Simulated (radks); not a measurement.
# A spherical jellium cluster from 11 to 14 electrons

Which level does each new electron take in a jellium sphere with rs = 2.64 bohr, and at which counts is the cluster hardest to charge further? Each count tries a few candidate levels and keeps the lowest. The background charge grows with the count, so each cluster is neutral; its cation and anion are computed too.

Program: radks, version 2. Model: non-relativistic spin-polarised Kohn-Sham, PBEsol, spherically averaged shells. All values are calculated.

**1. The system**

```
well                     : a jellium sphere with rs = 2.64 bohr
functional               : PBEsol
levels                   : named by radial order: 1s, 1p, 1d, 2s, 1f and so on
units                    : hartree and bohr; summary energies in eV
configuration carried in : 1s2 1p6 1d(up 2, down 0) (N = 10, energy -0.428448)
```

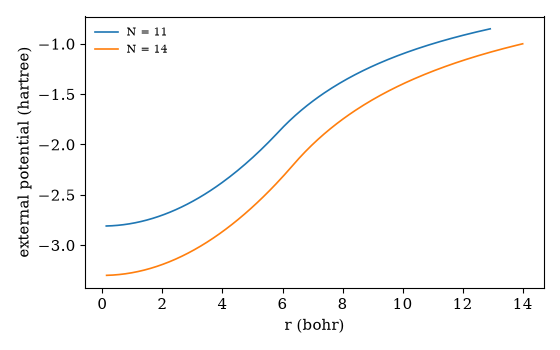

The external potential that the electrons feel, for the smallest and largest background.

Each count now gets its runs.

**2. 11 electrons**

Next run: add 1d up. Settings of this run:

```ini
kind = jellium
xc = PBESOL
rs = 2.64  # bohr
electrons = 11
background = 11  # e
configuration = 1s2 1p6 1d(up 3, down 0)
```

Started as:

```bash
> python run_model.py task.json out
```

task.json names the series; the program runs every candidate in turn, and a move starts from the lowest state found so far. In the records, mag is the spin moment and err the last SCF error.

Main fields of the result record, rounded:

```text
status: converged
energy_total [hartree]: -0.463741102
energy_kinetic [hartree]: 1.448274
energy_external [hartree]: -23.61538
energy_hartree [hartree]: 11.33443
energy_xc [hartree]: -1.996287
energy_background [hartree]: 12.36522
orbitals [level, occupation, hartree, mean radius in bohr]:
  - ["1s up", 1, -0.29568, 3.84221]
  - ["1p up", 3, -0.208125, 4.77581]
  - ["1d up", 3, -0.108481, 5.67248]
  - ["1s down", 1, -0.284626, 3.65224]
  - ["1p down", 3, -0.188112, 4.66081]
r2_mean [bohr^2]: 25.82909
mag [bohr magneton]: 3
err: 1e-09
spill_out [electrons]: 2.618034
```

Next run: add 2s up. Changed: configuration = 1s2 1p6 1d(up 2, down 0) 2s(up 1, down 0).

Result:

```text
status: converged
energy_total [hartree]: -0.444348411
energy_kinetic [hartree]: 1.413742
energy_external [hartree]: -23.50339
energy_hartree [hartree]: 11.24413
energy_xc [hartree]: -1.96405
energy_background [hartree]: 12.36522
orbitals [level, occupation, hartree, mean radius in bohr]:
  - ["1s up", 1, -0.303124, 3.83006]
  - ["1p up", 3, -0.21509, 4.78734]
  - ["1d up", 2, -0.115928, 5.68586]
  - ["2s up", 1, -0.0969032, 5.69031]
  - ["1s down", 1, -0.28552, 3.84116]
  - ["1p down", 3, -0.197759, 4.7035]
r2_mean [bohr^2]: 26.63083
mag [bohr magneton]: 3
err: 7.5e-10
spill_out [electrons]: 2.813647
```

Next run: add 1d down. Changed: configuration = 1s2 1p6 1d(up 2, down 1).

Result:

```text
status: converged
energy_total [hartree]: -0.447680713
energy_kinetic [hartree]: 1.442942
energy_external [hartree]: -23.59978
energy_hartree [hartree]: 11.32021
energy_xc [hartree]: -1.976263
energy_background [hartree]: 12.36522
orbitals [level, occupation, hartree, mean radius in bohr]:
  - ["1s up", 1, -0.293788, 3.7819]
  - ["1p up", 3, -0.203531, 4.74546]
  - ["1d up", 2, -0.102759, 5.67795]
  - ["1s down", 1, -0.29016, 3.72045]
  - ["1p down", 3, -0.197022, 4.70898]
  - ["1d down", 1, -0.0948534, 5.67821]
r2_mean [bohr^2]: 25.92882
mag [bohr magneton]: 1
err: 1.6e-09
spill_out [electrons]: 2.629946
```

Next run: move 1d up to 2s up: the same state as a run above.

Next run: move 1d up to 1d down: the same state as a run above.

The cation, at the same background. Changed: electrons = 10, configuration = 1s2 1p6 1d(up 2, down 0).

Result:

```text
status: converged
energy_total [hartree]: -0.289249379
energy_kinetic [hartree]: 1.355381
energy_external [hartree]: -21.98214
energy_hartree [hartree]: 9.808751
energy_xc [hartree]: -1.83646
energy_background [hartree]: 12.36522
orbitals [level, occupation, hartree, mean radius in bohr]:
  - ["1s up", 1, -0.439216, 3.76728]
  - ["1p up", 3, -0.348067, 4.63902]
  - ["1d up", 2, -0.242119, 5.41025]
  - ["1s down", 1, -0.430597, 3.633]
  - ["1p down", 3, -0.33281, 4.55945]
r2_mean [bohr^2]: 23.3565
mag [bohr magneton]: 2
err: 3e-10
spill_out [electrons]: 1.893455
```

The anion, at the same background (1s2 1p6 1d(up 4, down 0)): an occupied level came out unbound, so its energy isn't used.

| candidate | configuration | above the lowest (eV) |
| --- | --- | --- |
| add 1d up | 1s2 1p6 1d(up 3, down 0) | lowest |
| add 2s up | 1s2 1p6 1d(up 2, down 0) 2s(up 1, down 0) | 0.528 |
| add 1d down | 1s2 1p6 1d(up 2, down 1) | 0.437 |
| move 1d up to 2s up | 1s2 1p6 1d(up 2, down 0) 2s(up 1, down 0) | 0.528 |
| move 1d up to 1d down | 1s2 1p6 1d(up 2, down 1) | 0.437 |

Lowest: 1s2 1p6 1d(up 3, down 0).

**3. Electron number 12**

Next run: add 1d up. Settings of this run:

```ini
kind = jellium
xc = PBESOL
rs = 2.64  # bohr
electrons = 12
background = 12  # e
configuration = 1s2 1p6 1d(up 4, down 0)
```

Main fields of the result record, rounded:

```text
status: converged
energy_total [hartree]: -0.512433997
energy_kinetic [hartree]: 1.602854
energy_external [hartree]: -27.3787
energy_hartree [hartree]: 13.17183
energy_xc [hartree]: -2.203372
energy_background [hartree]: 14.29495
orbitals [level, occupation, hartree, mean radius in bohr]:
  - ["1s up", 1, -0.301529, 3.92042]
  - ["1p up", 3, -0.217381, 4.84136]
  - ["1d up", 4, -0.120228, 5.68932]
  - ["1s down", 1, -0.287211, 3.68035]
  - ["1p down", 3, -0.192223, 4.7065]
r2_mean [bohr^2]: 26.95688
mag [bohr magneton]: 4
err: 7.3e-10
spill_out [electrons]: 2.759628
```

Next run: add 2s up. Changed: configuration = 1s2 1p6 1d(up 3, down 0) 2s(up 1, down 0).

Result:

```text
status: converged
energy_total [hartree]: -0.490235267
energy_kinetic [hartree]: 1.572267
energy_external [hartree]: -27.27309
energy_hartree [hartree]: 13.08601
energy_xc [hartree]: -2.170369
energy_background [hartree]: 14.29495
orbitals [level, occupation, hartree, mean radius in bohr]:
  - ["1s up", 1, -0.308023, 3.91068]
  - ["1p up", 3, -0.223522, 4.85388]
  - ["1d up", 3, -0.126863, 5.7008]
  - ["2s up", 1, -0.104879, 5.56759]
  - ["1s down", 1, -0.286264, 3.8893]
  - ["1p down", 3, -0.200656, 4.7576]
r2_mean [bohr^2]: 27.60304
mag [bohr magneton]: 4
err: 1.1e-10
spill_out [electrons]: 2.952119
```

Next run: add 1d down. Changed: configuration = 1s2 1p6 1d(up 3, down 1).

Result:

```text
status: converged
energy_total [hartree]: -0.49015656
energy_kinetic [hartree]: 1.595875
energy_external [hartree]: -27.35778
energy_hartree [hartree]: 13.15278
energy_xc [hartree]: -2.17599
energy_background [hartree]: 14.29495
orbitals [level, occupation, hartree, mean radius in bohr]:
  - ["1s up", 1, -0.300168, 3.8636]
  - ["1p up", 3, -0.213624, 4.81614]
  - ["1d up", 3, -0.115562, 5.69482]
  - ["1s down", 1, -0.293119, 3.74777]
  - ["1p down", 3, -0.201384, 4.75293]
  - ["1d down", 1, -0.100974, 5.69641]
r2_mean [bohr^2]: 27.07069
mag [bohr magneton]: 2
err: 8.3e-10
spill_out [electrons]: 2.776536
```

Next run: move 1d up to 2s up: the same state as a run above.

Next run: move 1d up to 1d down: the same state as a run above.

The cation, at the same background. Changed: electrons = 11, configuration = 1s2 1p6 1d(up 3, down 0).

Result:

```text
status: converged
energy_total [hartree]: -0.326418352
energy_kinetic [hartree]: 1.516255
energy_external [hartree]: -25.62779
energy_hartree [hartree]: 11.52822
energy_xc [hartree]: -2.038061
energy_background [hartree]: 14.29495
orbitals [level, occupation, hartree, mean radius in bohr]:
  - ["1s up", 1, -0.443062, 3.85193]
  - ["1p up", 3, -0.355843, 4.71758]
  - ["1d up", 3, -0.25328, 5.4611]
  - ["1s down", 1, -0.430786, 3.66326]
  - ["1p down", 3, -0.334673, 4.61261]
r2_mean [bohr^2]: 24.67718
mag [bohr magneton]: 3
err: 1.7e-09
spill_out [electrons]: 2.050447
```

The anion, at the same background (1s2 1p6 1d(up 5, down 0)): an occupied level came out unbound, so its energy isn't used.

| candidate | configuration | above the lowest (eV) |
| --- | --- | --- |
| add 1d up | 1s2 1p6 1d(up 4, down 0) | lowest |
| add 2s up | 1s2 1p6 1d(up 3, down 0) 2s(up 1, down 0) | 0.604 |
| add 1d down | 1s2 1p6 1d(up 3, down 1) | 0.606 |
| move 1d up to 2s up | 1s2 1p6 1d(up 3, down 0) 2s(up 1, down 0) | 0.604 |
| move 1d up to 1d down | 1s2 1p6 1d(up 3, down 1) | 0.606 |

Lowest: 1s2 1p6 1d(up 4, down 0).

From the same record, its empty bound levels (hartree) and its density (bohr, e/bohr³):

```text
empty: [["2s up", -0.096552], ["1f up", -0.021283], ["1d down", -0.090001], ["2s down", -0.078917]]
r: [0.2077, 0.7295, 1.251, 1.773, 2.295, 2.817, 3.339, 3.861, 4.383, 4.904, 5.426, 5.948, 6.47, 6.992, 7.514, 8.036, 8.557, 9.079, 9.601, 10.12]
n: [0.008101, 0.008682, 0.009802, 0.01124, 0.01269, 0.01378, 0.01419, 0.01368, 0.0122, 0.009959, 0.007391, 0.004986, 0.003101, 0.001819, 0.001024, 0.0005604, 0.0003027, 0.0001624, 8.711e-05, 4.701e-05]
```

**4. N = 13**

Next run: add 1d up. Settings of this run:

```ini
kind = jellium
xc = PBESOL
rs = 2.64  # bohr
electrons = 13
background = 13  # e
configuration = 1s2 1p6 1d(up 5, down 0)
```

Main fields of the result record, rounded:

```text
status: converged
energy_total [hartree]: -0.572983299
energy_kinetic [hartree]: 1.751427
energy_external [hartree]: -31.37507
energy_hartree [hartree]: 15.13071
energy_xc [hartree]: -2.415065
energy_background [hartree]: 16.33502
orbitals [level, occupation, hartree, mean radius in bohr]:
  - ["1s up", 1, -0.305854, 3.99572]
  - ["1p up", 3, -0.224816, 4.90828]
  - ["1d up", 5, -0.130166, 5.7207]
  - ["1s down", 1, -0.28855, 3.70784]
  - ["1p down", 3, -0.195044, 4.75642]
r2_mean [bohr^2]: 28.02177
mag [bohr magneton]: 5
err: 1.6e-09
spill_out [electrons]: 2.88261
```

Next run: add 2s up. Changed: configuration = 1s2 1p6 1d(up 4, down 0) 2s(up 1, down 0).

Result:

```text
status: converged
energy_total [hartree]: -0.548705491
energy_kinetic [hartree]: 1.724281
energy_external [hartree]: -31.27543
energy_hartree [hartree]: 15.04863
energy_xc [hartree]: -2.381208
energy_background [hartree]: 16.33502
orbitals [level, occupation, hartree, mean radius in bohr]:
  - ["1s up", 1, -0.311598, 3.98766]
  - ["1p up", 3, -0.230291, 4.92161]
  - ["1d up", 4, -0.136142, 5.73096]
  - ["2s up", 1, -0.111958, 5.48045]
  - ["1s down", 1, -0.286051, 3.93599]
  - ["1p down", 3, -0.202462, 4.81508]
r2_mean [bohr^2]: 28.5537
mag [bohr magneton]: 5
err: 1.9e-09
spill_out [electrons]: 3.069525
```

Next run: add 1d down. Changed: configuration = 1s2 1p6 1d(up 4, down 1).

Result:

```text
status: converged
energy_total [hartree]: -0.545253416
energy_kinetic [hartree]: 1.743205
energy_external [hartree]: -31.3498
energy_hartree [hartree]: 15.1077
energy_xc [hartree]: -2.381376
energy_background [hartree]: 16.33502
orbitals [level, occupation, hartree, mean radius in bohr]:
  - ["1s up", 1, -0.304895, 3.94137]
  - ["1p up", 3, -0.221688, 4.88628]
  - ["1d up", 4, -0.126269, 5.72574]
  - ["1s down", 1, -0.294659, 3.7751]
  - ["1p down", 3, -0.204315, 4.8018]
  - ["1d down", 1, -0.105855, 5.72927]
r2_mean [bohr^2]: 28.14159
mag [bohr magneton]: 3
err: 2e-09
spill_out [electrons]: 2.903687
```

Next run: move 1d up to 2s up: the same state as a run above.

The cation, at the same background. Changed: electrons = 12, configuration = 1s2 1p6 1d(up 4, down 0).

Result:

```text
status: converged
energy_total [hartree]: -0.377441093
energy_kinetic [hartree]: 1.670563
energy_external [hartree]: -29.51024
energy_hartree [hartree]: 13.37255
energy_xc [hartree]: -2.245323
energy_background [hartree]: 16.33502
orbitals [level, occupation, hartree, mean radius in bohr]:
  - ["1s up", 1, -0.445363, 3.93231]
  - ["1p up", 3, -0.361654, 4.79431]
  - ["1d up", 4, -0.26227, 5.51713]
  - ["1s down", 1, -0.429785, 3.69304]
  - ["1p down", 3, -0.335294, 4.66833]
r2_mean [bohr^2]: 25.89687
mag [bohr magneton]: 4
err: 1.8e-09
spill_out [electrons]: 2.186682
```

The anion, at the same background (1s2 1p6 1d(up 5, down 0) 2s(up 1, down 0)): an occupied level came out unbound, so its energy isn't used.

| candidate | configuration | above the lowest (eV) |
| --- | --- | --- |
| add 1d up | 1s2 1p6 1d(up 5, down 0) | lowest |
| add 2s up | 1s2 1p6 1d(up 4, down 0) 2s(up 1, down 0) | 0.661 |
| add 1d down | 1s2 1p6 1d(up 4, down 1) | 0.755 |
| move 1d up to 2s up | 1s2 1p6 1d(up 4, down 0) 2s(up 1, down 0) | 0.661 |

Lowest: 1s2 1p6 1d(up 5, down 0).

**5. N = 14**

Next run: add 2s up. Settings of this run:

```ini
kind = jellium
xc = PBESOL
rs = 2.64  # bohr
electrons = 14
background = 14  # e
configuration = 1s2 1p6 1d(up 5, down 0) 2s(up 1, down 0)
```

Main fields of the result record, rounded:

```text
status: converged
energy_total [hartree]: -0.618248606
energy_kinetic [hartree]: 1.869669
energy_external [hartree]: -35.50208
energy_hartree [hartree]: 17.12724
energy_xc [hartree]: -2.595584
energy_background [hartree]: 18.4825
orbitals [level, occupation, hartree, mean radius in bohr]:
  - ["1s up", 1, -0.31422, 4.06122]
  - ["1p up", 3, -0.235811, 4.98985]
  - ["1d up", 5, -0.144129, 5.77107]
  - ["2s up", 1, -0.118355, 5.41807]
  - ["1s down", 1, -0.285237, 3.98055]
  - ["1p down", 3, -0.203516, 4.87428]
r2_mean [bohr^2]: 29.49046
mag [bohr magneton]: 6
err: 1.6e-10
spill_out [electrons]: 3.172139
```

Next run: add 1d down. Changed: configuration = 1s2 1p6 1d(up 5, down 1).

Result:

```text
status: converged
energy_total [hartree]: -0.61144679
energy_kinetic [hartree]: 1.884652
energy_external [hartree]: -35.56726
energy_hartree [hartree]: 17.17978
energy_xc [hartree]: -2.591117
energy_background [hartree]: 18.4825
orbitals [level, occupation, hartree, mean radius in bohr]:
  - ["1s up", 1, -0.308436, 4.01568]
  - ["1p up", 3, -0.228251, 4.956]
  - ["1d up", 5, -0.135391, 5.76604]
  - ["1s down", 1, -0.295261, 3.80126]
  - ["1p down", 3, -0.206242, 4.8535]
  - ["1d down", 1, -0.109812, 5.77182]
r2_mean [bohr^2]: 29.16693
mag [bohr magneton]: 4
err: 1.2e-09
spill_out [electrons]: 3.016731
```

Next run: add 2s down. Changed: configuration = 1s2 1p6 1d(up 5, down 0) 2s(up 0, down 1).

Result:

```text
status: converged
energy_total [hartree]: -0.600287785
energy_kinetic [hartree]: 1.872733
energy_external [hartree]: -35.49221
energy_hartree [hartree]: 17.11625
energy_xc [hartree]: -2.579558
energy_background [hartree]: 18.4825
orbitals [level, occupation, hartree, mean radius in bohr]:
  - ["1s up", 1, -0.306811, 4.21035]
  - ["1p up", 3, -0.233738, 4.98992]
  - ["1d up", 5, -0.141989, 5.739]
  - ["1s down", 1, -0.296645, 3.81923]
  - ["1p down", 3, -0.208527, 4.89238]
  - ["2s down", 1, -0.102565, 5.59915]
r2_mean [bohr^2]: 29.54172
mag [bohr magneton]: 4
err: 1.5e-09
spill_out [electrons]: 3.159692
```

Next run: move 2s up to 1d down: the same state as a run above.

The cation, at the same background. Changed: electrons = 13, configuration = 1s2 1p6 1d(up 5, down 0).

Result:

```text
status: converged
energy_total [hartree]: -0.440472118
energy_kinetic [hartree]: 1.818215
energy_external [hartree]: -33.62093
energy_hartree [hartree]: 15.33667
energy_xc [hartree]: -2.456934
energy_background [hartree]: 18.4825
orbitals [level, occupation, hartree, mean radius in bohr]:
  - ["1s up", 1, -0.446577, 4.00904]
  - ["1p up", 3, -0.36603, 4.86963]
  - ["1d up", 5, -0.269644, 5.57677]
  - ["1s down", 1, -0.428025, 3.72137]
  - ["1p down", 3, -0.335062, 4.72534]
r2_mean [bohr^2]: 27.0466
mag [bohr magneton]: 5
err: 7.6e-10
spill_out [electrons]: 2.307798
```

The anion, at the same background (1s2 1p6 1d(up 5, down 1) 2s(up 1, down 0)): an occupied level came out unbound, so its energy isn't used.

| candidate | configuration | above the lowest (eV) |
| --- | --- | --- |
| add 2s up | 1s2 1p6 1d(up 5, down 0) 2s(up 1, down 0) | lowest |
| add 1d down | 1s2 1p6 1d(up 5, down 1) | 0.185 |
| add 2s down | 1s2 1p6 1d(up 5, down 0) 2s(up 0, down 1) | 0.489 |
| move 2s up to 1d down | 1s2 1p6 1d(up 5, down 1) | 0.185 |

The series goes on from 1s2 1p6 1d(up 5, down 0) 2s(up 1, down 0).

**6. Trends over these counts**

| N | configuration | unpaired | E/N (eV) | ionisation (eV) | affinity (eV) | second difference (eV) | spill-out (e) |
| --- | --- | --- | --- | --- | --- | --- | --- |
| 11 | 1s2 1p6 1d(up 3, down 0) | 3 | -1.147 | 4.75 | - | -0.365 | 2.62 |
| 12 | 1s2 1p6 1d(up 4, down 0) | 4 | -1.162 | 5.06 | - | -0.323 | 2.76 |
| 13 | 1s2 1p6 1d(up 5, down 0) | 5 | -1.199 | 5.32 | - | 0.416 | 2.88 |
| 14 | 1s2 1p6 1d(up 5, down 0) 2s(up 1, down 0) | 6 | -1.202 | 4.84 | - | - | 3.17 |

The second difference is E(N+1) + E(N-1) - 2E(N) of neutral clusters.

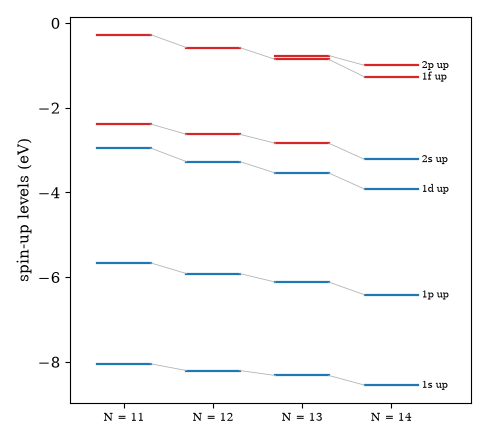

Spin-up levels of the kept configurations; wholly or partly filled blue, empty red.

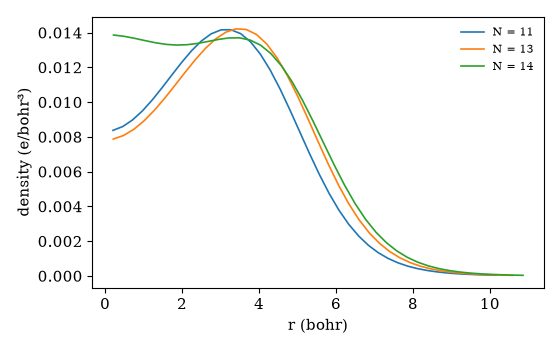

Electron densities along the radius.

**7. Summary of results**

| quantity | value |
| --- | --- |
| closed shells at N | none in this range |
| largest second difference | 0.416 eV at N = 13 (of N = 11 to 13) |
| most unpaired electrons | 6 at N = 14 |
| ionisation energies | 4.75 to 5.32 eV |
| configuration at N = 14 | 1s2 1p6 1d(up 5, down 0) 2s(up 1, down 0) |

What this shows: No closed-shell configuration falls in this range; the second difference peaks at N = 13, where a shell is half full. Among the lowest states kept at each count, up to 6 electrons are unpaired (N = 14), since exchange favours parallel spins. The anion gave no bound, converged state at N = 11, 12, 13 and 14; semilocal functionals bind extra electrons too weakly, through self-interaction. The ions keep the filling of the neutral cluster, less or plus one electron, without a search of their own. The model keeps every shell spherical, so real clusters and dots, which can deform, may order levels otherwise.
